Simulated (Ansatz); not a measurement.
# linear Pd chain under tension and compression

Wanted: energy, moment and open channels of the linear Pd chain from 12 % compression to 30 % stretch.

Calculated with Ansatz 0.2.0; DFT PBE, plane waves, PAW; relaxation of a chain's period, in the first sound run; inputs show where later runs differ.

## 1. The starting structure

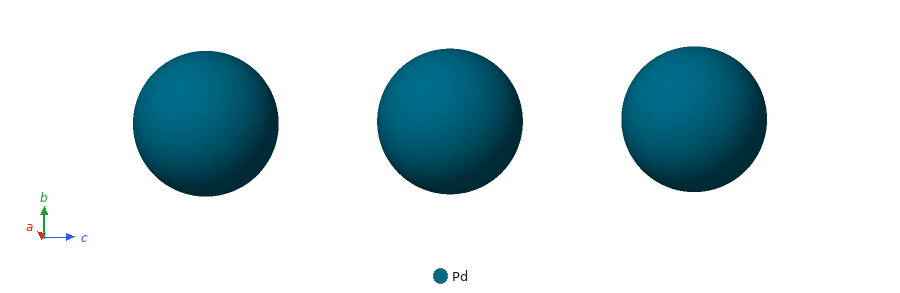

Start, viewed from the side, with the c axis across the page; palladium blue. 1×1×2 cells are drawn. Some periodic images of atoms are drawn too.

The cell holds 1 atom: 1 Pd. Its edges and angles: a = 7.500 Å, b = 7.500 Å, c = 2.585 Å, α = 90.0°, β = 90.0°, γ = 90.0°. Vacuum lies along a and b. The structure's axis is c.

## 2. Relaxing the period

Band widths follow the bond lengths, so the chain is relaxed first. The atoms and the third cell vector are free; the box across stays fixed as vacuum. Moments are seeded so that a magnetic state can form if it lies lower. A Fermi-Dirac smearing is set since the result may be a metal. The pressure printed is a third of the stress's trace over the whole box, vacuum included; only the stress along the axis is relaxed.

input.yaml

```yaml
crystal:
  lattice:
    - [7.5, 0.0, 0.0]
    - [0.0, 7.5, 0.0]
    - [0.0, 0.0, 2.5854]
  atoms:
    - { symbol: Pd, position: [0.5, 0.5, 0.0], spin: 0.6 }
magnetization:
  spin_polarized: true
kpoints:
  mp_grid: { grid: [1, 1, 31] }
scf:
  occupations: { method: fermi_dirac, width: 0.05 }
hamiltonian:
  xc: pbe
relax:
  cell: { fix: [a, b, alpha, beta, gamma] }
  max_steps: 60
```

Command:

```bash
$ ansatz run input.yaml --threads 4 --pin off --max-ram 8192MiB --backend cpu --events-out ev --progress --plain --runs-dir out
```

Planned after this: at a set period, period over the relaxed period 0.88, k-mesh 1×1×38; at a set period, period over the relaxed period 0.92, k-mesh 1×1×36; at a set period, period over the relaxed period 0.96, k-mesh 1×1×35; the chain at a fixed length, period over the relaxed period 1, k-mesh 1×1×34; at a set period, period over the relaxed period 1.04, k-mesh 1×1×32; the chain at a fixed length, period over the relaxed period 1.08, k-mesh 1×1×31; the chain at a fixed length, period over the relaxed period 1.13, k-mesh 1×1×30; the chain at a fixed length, period over the relaxed period 1.2, k-mesh 1×1×28; the chain at a fixed length, period over the relaxed period 1.3, k-mesh 1×1×26; side by side.

Before running: what should come out for the conductance at period × 0.88 and conductance at period × 1.3?

In these runs no moment survives at the shortest period, and one is present from a factor of 1.0 on: longer bonds narrow the bands, which favours exchange splitting. The conductance goes from 4.00 G₀ at the shortest period to 1.43 G₀ at the longest, while the magnetic state changes too. Transport is coherent and elastic here: the atoms are frozen, so scattering by vibrations plays no part.

```
relaxed cell length              : 2.418 Å
conductance at period × 0.88     : 4.00 G₀
conductance at period × 1.0      : 3.98 G₀
conductance at period × 1.13     : 2.50 G₀
conductance at period × 1.3      : 1.43 G₀
absolute moment at period × 0.88 : 0 μB
absolute moment at period × 1.0  : 0.185 μB
absolute moment at period × 1.3  : 0.641 μB
```

No search over magnetic orders was made; another may lie lower. For the perfect chain only parallel moments were started; its antiparallel and spiral orders were not tested. Conductances of a perfect chain off the multiples of half a G0 come from band edges within the thermal window; the square box also splits pairs of bands that an isolated chain keeps degenerate, which moves such edges. The lead's cell of one atom keeps the chain straight and evenly spaced; a zigzag or dimerised form may lie lower.

[Logs are printed without paths, hosts, clocks, repeated set-up lines and the standing remarks that a program may print on its own settings, such as how far it seeks lower states.]

[Hosts, paths, dates, database ids (printed as entryN), source tags and the programs' standing remarks are cut or masked in the printed files.]
